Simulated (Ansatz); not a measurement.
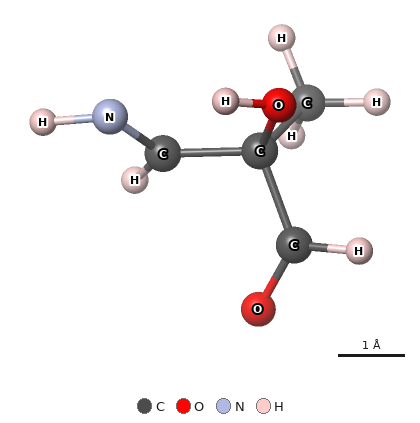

*The starting structure (ball-and-stick view, seen at a tilt).*

Bond lengths as drawn: C–C 1.48 to 1.53 Å, C–H 1.06 to 1.16 Å, C–N 1.33 Å, C–O 1.21 to 1.42 Å, H–N 1.08 Å and H–O 0.95 Å.

**Geometry relaxation of C4H7NO2 (part 1 of 3)**

System: C4H7NO2.
Method: UKS r2SCANh-D4/STO-3G (Ansatz 0.2.0).

It belongs to a series of runs on one base structure; here: start relaxed.

### Input file
```yaml
crystal:
  periodic: [false, false, false]
  atoms:
    - { symbol: C, position_ang: [-0.4608, -0.5472, 1.3792] }
    - { symbol: C, position_ang: [0.2545, -0.1881, 0.0921] }
    - { symbol: O, position_ang: [0.7263, -1.4057, -0.4607] }
    - { symbol: C, position_ang: [-0.5983, 0.464, -0.9326] }
    - { symbol: "N", position_ang: [-0.8253, -0.09, -2.1171] }
    - { symbol: C, position_ang: [1.4247, 0.744, 0.4236] }
    - { symbol: O, position_ang: [1.4273, 1.9525, 0.2982] }
    - { symbol: H, position_ang: [-1.3068, -1.1638, 1.1557] }
    - { symbol: H, position_ang: [0.1383, -0.9865, 2.1417] }
    - { symbol: H, position_ang: [-0.9108, 0.405, 1.8562] }
    - { symbol: H, position_ang: [0.541, -1.3612, -1.3865] }
    - { symbol: H, position_ang: [-1.1752, 1.3921, -0.6307] }
    - { symbol: H, position_ang: [-1.5288, 0.5161, -2.6689] }
    - { symbol: H, position_ang: [2.2812, 0.2395, 0.8787] }
magnetization:
  spin_polarized: true
basis:
  gaussian: { orbitals: STO-3G }
hamiltonian:
  xc: r2scanh
  dispersion: d4
relax:
  f_tol: 0.02
  max_steps: 40
```

Run on 1 thread of Arm Neoverse V2, 128 GiB of memory available, shared host.

Launched with:
```bash
ansatz run input.yaml --threads 1 --pin off --max-ram 2048MiB --backend cpu --events-out ev --progress --plain --runs-dir out
```

### The program's output
```
The last accepted step is kept in [file] (removed where the run ends without a failure and the disk answers)
Engine: ansatz 0.2.0, aarch64-unknown-linux-gnu
Functional definition: r2SCANh
  parameter a = 0.1
  parameter k0 = 0.174
  parameter k1 = 0.065
  parameter a1 = 4.9479
  exchange = (1 - a)*r2scan_x(k0 = k0, k1 = k1, a1 = a1) + a*exact_x
  correlation = r2scan_c
653 factors; integrals over basis functions are off by at most 1.2e-5 eV
mean field evaluation 1: about -9707.2644 eV, gradient 2.6e1 eV
mean field evaluation 2: about -9693.0720 eV, gradient 5.9e1 eV
mean field evaluation 4: about -9711.0309 eV, gradient 1.6e0 eV
mean field evaluation 8: about -9710.9249 eV, gradient 3.0e-2 eV
mean field -9710.92487987 eV, -356.8699070338 hartree, gradient 7.4e-5 eV, S^2 0.000000; 0 other end points of the search recorded, 0 dependent functions left out
the calculation of the forces begins
reference -9710.92488638 eV, -356.8699072730 hartree; 27, 27 occupied and 15, 15 virtual orbitals, 653 factors
relax step   1: F+E_penalty+E_count = -9711.00944344 eV  Δ(F+E_penalty+E_count) = +0.000e0 eV  max|allowed force component| = 4.424e0 eV/Å  Δτ_max = 0.0000 Å  (32 SCF iters, accepted)
these checks for a lower state are left out or cut short: starts, cluster_reference, orbital_swaps, neighbouring_geometries, increment
653 factors; integrals over basis functions are off by at most 1.5e-5 eV
mean field evaluation 16: about -9711.7332 eV, gradient 6.5e-1 eV
mean field -9711.60515814 eV, -356.8949067992 hartree, gradient 1.3e-5 eV, S^2 0.000000; 0 other end points of the search recorded, 0 dependent functions left out
[... from here on the field's lines of each further geometry are left out, up to the last ...]
relax step   2: F+E_penalty+E_count = -9711.68933000 eV  Δ(F+E_penalty+E_count) = -6.799e-1 eV  max|allowed force component| = 1.698e0 eV/Å  Δτ_max = 0.1879 Å  (39 SCF iters, accepted)
relax step   3: F+E_penalty+E_count = -9711.78255208 eV  Δ(F+E_penalty+E_count) = -9.322e-2 eV  max|allowed force component| = 1.374e0 eV/Å  Δτ_max = 0.1495 Å  (41 SCF iters, accepted)
relax step   4: F+E_penalty+E_count = -9711.85234351 eV  Δ(F+E_penalty+E_count) = -6.979e-2 eV  max|allowed force component| = 4.940e-1 eV/Å  Δτ_max = 0.1684 Å  (32 SCF iters, accepted)
relax step   5: F+E_penalty+E_count = -9711.87190768 eV  Δ(F+E_penalty+E_count) = -1.956e-2 eV  max|allowed force component| = 2.382e-1 eV/Å  Δτ_max = 0.0650 Å  (35 SCF iters, accepted)
relax step   6: F+E_penalty+E_count = -9711.87875546 eV  Δ(F+E_penalty+E_count) = -6.848e-3 eV  max|allowed force component| = 1.101e-1 eV/Å  Δτ_max = 0.0329 Å  (36 SCF iters, accepted)
relax step   7: F+E_penalty+E_count = -9711.88085725 eV  Δ(F+E_penalty+E_count) = -2.102e-3 eV  max|allowed force component| = 1.766e-1 eV/Å  Δτ_max = 0.0529 Å  (34 SCF iters, accepted)
relax step   8: F+E_penalty+E_count = -9711.88248503 eV  Δ(F+E_penalty+E_count) = -1.628e-3 eV  max|allowed force component| = 4.074e-2 eV/Å  Δτ_max = 0.0109 Å  (37 SCF iters, accepted)
relax step   9: F+E_penalty+E_count = -9711.88274685 eV  Δ(F+E_penalty+E_count) = -2.618e-4 eV  max|allowed force component| = 8.826e-2 eV/Å  Δτ_max = 0.0238 Å  (34 SCF iters, accepted)
relax step  10: F+E_penalty+E_count = -9711.88407984 eV  Δ(F+E_penalty+E_count) = -1.333e-3 eV  max|allowed force component| = 2.343e-1 eV/Å  Δτ_max = 0.1049 Å  (35 SCF iters, accepted)
relax step  11: F+E_penalty+E_count = -9711.88217852 eV  Δ(F+E_penalty+E_count) = +1.901e-3 eV  max|allowed force component| = 4.904e-1 eV/Å  Δτ_max = 0.0895 Å  (34 SCF iters, rejected (line search))
relax step  12: F+E_penalty+E_count = -9711.88621548 eV  Δ(F+E_penalty+E_count) = -2.136e-3 eV  max|allowed force component| = 1.513e-1 eV/Å  Δτ_max = 0.0447 Å  (35 SCF iters, accepted)
relax step  13: F+E_penalty+E_count = -9711.88708076 eV  Δ(F+E_penalty+E_count) = -8.653e-4 eV  max|allowed force component| = 3.811e-1 eV/Å  Δτ_max = 0.0976 Å  (35 SCF iters, accepted)
relax step  14: F+E_penalty+E_count = -9711.88730624 eV  Δ(F+E_penalty+E_count) = -2.255e-4 eV  max|allowed force component| = 4.525e-1 eV/Å  Δτ_max = 0.0482 Å  (33 SCF iters, accepted)
relax step  15: F+E_penalty+E_count = -9711.89287653 eV  Δ(F+E_penalty+E_count) = -5.570e-3 eV  max|allowed force component| = 3.192e-1 eV/Å  Δτ_max = 0.2000 Å  (32 SCF iters, accepted)
relax step  16: F+E_penalty+E_count = -9711.89208987 eV  Δ(F+E_penalty+E_count) = +7.867e-4 eV  max|allowed force component| = 3.316e-1 eV/Å  Δτ_max = 0.1999 Å  (34 SCF iters, rejected (line search))
relax step  17: F+E_penalty+E_count = -9711.90266317 eV  Δ(F+E_penalty+E_count) = -9.787e-3 eV  max|allowed force component| = 8.832e-2 eV/Å  Δτ_max = 0.0985 Å  (34 SCF iters, accepted)
relax step  18: F+E_penalty+E_count = -9711.90499063 eV  Δ(F+E_penalty+E_count) = -2.327e-3 eV  max|allowed force component| = 2.969e-1 eV/Å  Δτ_max = 0.0980 Å  (32 SCF iters, accepted)
relax step  19: F+E_penalty+E_count = -9711.91325313 eV  Δ(F+E_penalty+E_count) = -8.262e-3 eV  max|allowed force component| = 9.116e-2 eV/Å  Δτ_max = 0.1500 Å  (33 SCF iters, accepted)
relax step  20: F+E_penalty+E_count = -9711.91639160 eV  Δ(F+E_penalty+E_count) = -3.138e-3 eV  max|allowed force component| = 1.966e-1 eV/Å  Δτ_max = 0.1064 Å  (35 SCF iters, accepted)
relax step  21: F+E_penalty+E_count = -9711.91931632 eV  Δ(F+E_penalty+E_count) = -2.925e-3 eV  max|allowed force component| = 2.466e-1 eV/Å  Δτ_max = 0.0957 Å  (33 SCF iters, accepted)
relax step  22: F+E_penalty+E_count = -9711.88634632 eV  Δ(F+E_penalty+E_count) = +3.297e-2 eV  max|allowed force component| = 1.535e0 eV/Å  Δτ_max = 0.1951 Å  (39 SCF iters, rejected (line search))
relax step  23: F+E_penalty+E_count = -9711.92368858 eV  Δ(F+E_penalty+E_count) = -4.372e-3 eV  max|allowed force component| = 9.814e-2 eV/Å  Δτ_max = 0.0866 Å  (33 SCF iters, accepted)
relax step  24: F+E_penalty+E_count = -9711.92080433 eV  Δ(F+E_penalty+E_count) = +2.884e-3 eV  max|allowed force component| = 5.190e-1 eV/Å  Δτ_max = 0.0976 Å  (34 SCF iters, rejected (line search))
relax step  25: F+E_penalty+E_count = -9711.92501192 eV  Δ(F+E_penalty+E_count) = -1.323e-3 eV  max|allowed force component| = 3.082e-2 eV/Å  Δτ_max = 0.0488 Å  (32 SCF iters, accepted)
relax step  26: F+E_penalty+E_count = -9711.92480362 eV  Δ(F+E_penalty+E_count) = +2.083e-4 eV  max|allowed force component| = 1.192e-1 eV/Å  Δτ_max = 0.0480 Å  (34 SCF iters, rejected (line search))
relax step  27: F+E_penalty+E_count = -9711.92540288 eV  Δ(F+E_penalty+E_count) = -3.910e-4 eV  max|allowed force component| = 4.375e-2 eV/Å  Δτ_max = 0.0234 Å  (33 SCF iters, accepted)
relax step  28: F+E_penalty+E_count = -9711.92546707 eV  Δ(F+E_penalty+E_count) = -6.419e-5 eV  max|allowed force component| = 6.955e-2 eV/Å  Δτ_max = 0.0244 Å  (36 SCF iters, accepted)
relax step  29: F+E_penalty+E_count = -9711.92565922 eV  Δ(F+E_penalty+E_count) = -1.922e-4 eV  max|allowed force component| = 4.358e-2 eV/Å  Δτ_max = 0.0375 Å  (32 SCF iters, accepted)
relax step  30: F+E_penalty+E_count = -9711.92592465 eV  Δ(F+E_penalty+E_count) = -2.654e-4 eV  max|allowed force component| = 4.096e-2 eV/Å  Δτ_max = 0.0103 Å  (29 SCF iters, accepted)
relax step  31: F+E_penalty+E_count = -9711.92597887 eV  Δ(F+E_penalty+E_count) = -5.422e-5 eV  max|allowed force component| = 3.281e-2 eV/Å  Δτ_max = 0.0043 Å  (26 SCF iters, accepted)
relax step  32: F+E_penalty+E_count = -9711.92603703 eV  Δ(F+E_penalty+E_count) = -5.816e-5 eV  max|allowed force component| = 2.217e-2 eV/Å  Δτ_max = 0.0118 Å  (36 SCF iters, accepted)
the calculation of the forces begins
reference -9711.84230181 eV, -356.9036216684 hartree; 27, 27 occupied and 15, 15 virtual orbitals, 656 factors
relax step  33: F+E_penalty+E_count = -9711.92607141 eV  Δ(F+E_penalty+E_count) = -3.438e-5 eV  max|allowed force component| = 1.366e-2 eV/Å  Δτ_max = 0.0111 Å  (36 SCF iters, accepted)
```

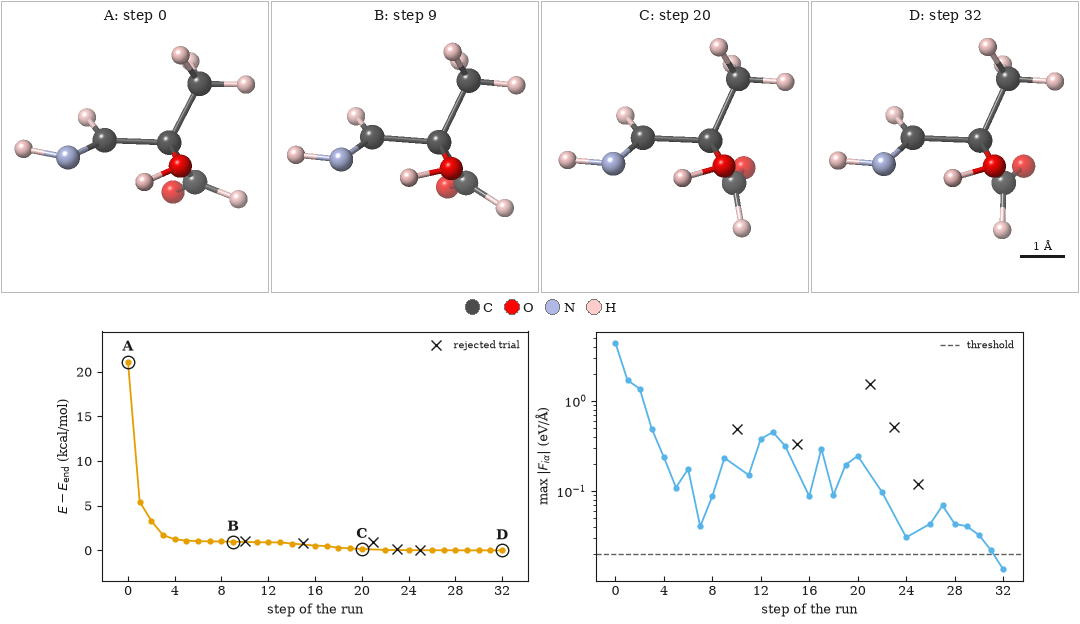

*Frames of the relaxation (ball-and-stick view, seen at a tilt) above the curves, on which the letters mark them (the first geometry is step 0 here and step 1 in the log).*

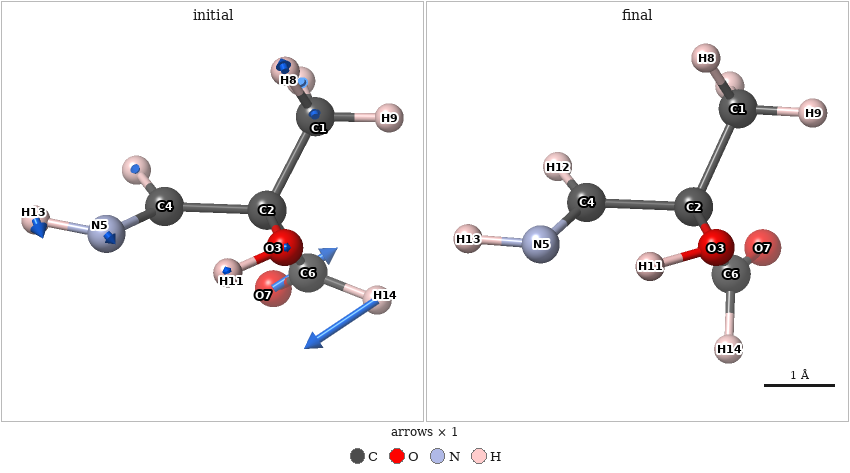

*Before (left) and after (right) the relaxation, at one scale (ball-and-stick view, seen at a tilt). The blue arrows give the displacements, at true length.*

The largest move after the best rigid fit is that of H14, 1.27 Å. By element the largest moves are H 1.27 Å, O 1.10 Å, N 0.21 Å, C 0.16 Å. Distances before and after: O3–H11 0.945 → 1.032 Å, C2–C6 1.532 → 1.603 Å, C2–C4 1.484 → 1.547 Å, C1–H10 1.156 → 1.097 Å. Among the angles that change: C2–C4–N5 122.1° → 114.3°, N5–C4–H12 119.5° → 127.2°, C2–O3–H11 106.0° → 98.8°. After 32 geometry steps the energy has fallen by 21.1 kcal/mol. Largest force component: 4.4 eV/Å at the start, 0.014 eV/Å at the end. The line search rejected the trial steps at points 10, 15, 21, 23, 25 (counted from 0) and went back. (Atoms are counted from 1 in the order of the input.)

```
656 factors; integrals over basis functions are off by at most 1.5e-5 eV
mean field -9711.84229525 eV, -356.9036214274 hartree, gradient 1.3e-5 eV, S^2 0.000000; 1 other end points of the search recorded, 0 dependent functions left out
the calculation of the forces begins
reference -9711.84230181 eV, -356.9036216684 hartree; 27, 27 occupied and 15, 15 virtual orbitals, 656 factors
Total energy: -9711.92607796 eV, -356.9067003852 hartree
Atom 0 at    -0.580322    -0.432427     1.453783 Å, force     0.003497     0.000003     0.000306 eV/Å
Atom 1 at     0.221315    -0.227416     0.131664 Å, force    -0.009585    -0.000031     0.005677 eV/Å
Atom 2 at     0.770995    -1.467233    -0.369902 Å, force     0.002953    -0.005811    -0.001705 eV/Å
Atom 3 at    -0.660580     0.420667    -0.961307 Å, force     0.001045     0.001262     0.000634 eV/Å
Atom 4 at    -0.609229    -0.181177    -2.118335 Å, force     0.002231     0.005468    -0.004136 eV/Å
Atom 5 at     1.427354     0.790997     0.410663 Å, force     0.002594     0.013658     0.011469 eV/Å
Atom 6 at     1.459367     1.620183     1.335892 Å, force    -0.000404    -0.011180    -0.012176 eV/Å
Atom 7 at    -1.502752    -0.994080     1.265349 Å, force    -0.000125    -0.000666     0.000716 eV/Å
Atom 8 at     0.037071    -0.992331     2.166177 Å, force     0.000123     0.000988    -0.001003 eV/Å
Atom 9 at    -0.825862     0.543745     1.890046 Å, force    -0.001172    -0.000101    -0.000433 eV/Å
Atom 10 at     0.448896    -1.399233    -1.347970 Å, force    -0.001285    -0.000008     0.000856 eV/Å
Atom 11 at    -1.239960     1.327003    -0.703177 Å, force    -0.000372     0.000144     0.000624 eV/Å
Atom 12 at    -1.233080     0.335793    -2.811217 Å, force     0.000558    -0.003308     0.000449 eV/Å
Atom 13 at     2.274086     0.626211    -0.312768 Å, force    -0.000058    -0.000418    -0.001277 eV/Å
Dipole moment:    -0.401126     0.274648    -0.291529 e Å
```

### Trajectory as extended XYZ (Å, eV, eV/Å), 33 frames, from step=1 to step=33
```
14
Properties=species:S:1:pos:R:3:forces:R:3 step=1 energy=-9711.00944
C    -0.4608   -0.5472    1.3792   -2.7184   3.5774   1.6574
C     0.2545   -0.1881    0.0921    0.6164  -1.2230  -1.1632
O     0.7263   -1.4057   -0.4607    2.3183  -2.5373   4.2574
C    -0.5983    0.4640   -0.9326   -4.0132   2.2076  -2.0762
N    -0.8253   -0.0900   -2.1171    0.8370  -0.1816   1.0149
C     1.4247    0.7440    0.4236    0.8123  -0.7407   0.8574
O     1.4273    1.9525    0.2982   -0.1710   3.1832  -0.5914
H    -1.3068   -1.1638    1.1557   -0.7274  -1.0090  -0.1922
H     0.1383   -0.9865    2.1417    1.1885  -0.8200   0.5355
H    -0.9108    0.4050    1.8562    0.8585  -1.5157  -0.8660
H     0.5410   -1.3612   -1.3865   -1.2092   0.7943  -4.4236
H    -1.1752    1.3921   -0.6307    0.8358  -0.6000   0.0594
H    -1.5288    0.5161   -2.6689    0.4808  -0.0244   0.5608
H     2.2812    0.2395    0.8787    0.8914  -1.1107   0.3696
14
Properties=species:S:1:pos:R:3:forces:R:3 step=2 energy=-9711.68933
C    -0.5194   -0.5309    1.4194   -0.4751  -0.0284   0.7790
C     0.2276   -0.2173    0.0991   -0.6921  -0.5067   0.3185
O     0.7647   -1.4506   -0.4306    0.5768  -0.4094   0.6976
C    -0.7377    0.4356   -0.8846   -0.0054   1.2963  -1.6976
N    -0.7948   -0.0858   -2.0954    0.0407   0.3373   0.4543
C     1.4001    0.7751    0.4579    1.3590   0.6700  -1.0014
O     1.4151    2.0046    0.2367   -0.2795  -0.3011   0.3736
H    -1.3326   -1.2432    1.2223    0.0903  -0.0025   0.0730
H     0.1772   -0.9707    2.1436   -0.0260  -0.0730  -0.0091
H    -0.9518    0.3828    1.8656    0.1567  -0.1965  -0.2078
H     0.5228   -1.3863   -1.4098   -0.3890   0.4252  -0.6643
H    -1.1719    1.4399   -0.6290    0.1620  -0.6960   0.2372
H    -1.3643    0.5958   -2.7125    0.0506  -0.4912   0.4032
H     2.3524    0.2219    0.7462   -0.5689  -0.0241   0.2436
14
Properties=species:S:1:pos:R:3:forces:R:3 step=3 energy=-9711.78255
C    -0.5253   -0.5209    1.4236    0.1708  -0.3417   0.0564
C     0.2313   -0.2205    0.0849    0.1792   0.1771  -0.2841
O     0.7694   -1.4564   -0.4549   -0.0469  -0.0867  -0.1853
C    -0.6920    0.4819   -0.9321   -0.3370   0.0791  -0.7079
N    -0.7688   -0.0796   -2.1190   -0.6528   0.4626   0.1858
C     1.4477    0.7634    0.4038    0.7679   1.1647   1.1225
O     1.4385    2.0200    0.3157   -0.1141  -1.3743  -0.1897
H    -1.3493   -1.2300    1.2392    0.1757   0.1568   0.0032
H     0.1784   -0.9785    2.1385   -0.1579   0.0880  -0.1366
H    -0.9272    0.3974    1.8589   -0.0668   0.1670   0.0464
H     0.5118   -1.3514   -1.4467   -0.1370   0.1137   0.1616
H    -1.1944    1.4343   -0.6390    0.1424  -0.4087   0.1349
H    -1.4819    0.5037   -2.7039    0.7919  -0.4053   0.3829
H     2.3489    0.2074    0.8599   -0.7155   0.2078  -0.5902
```
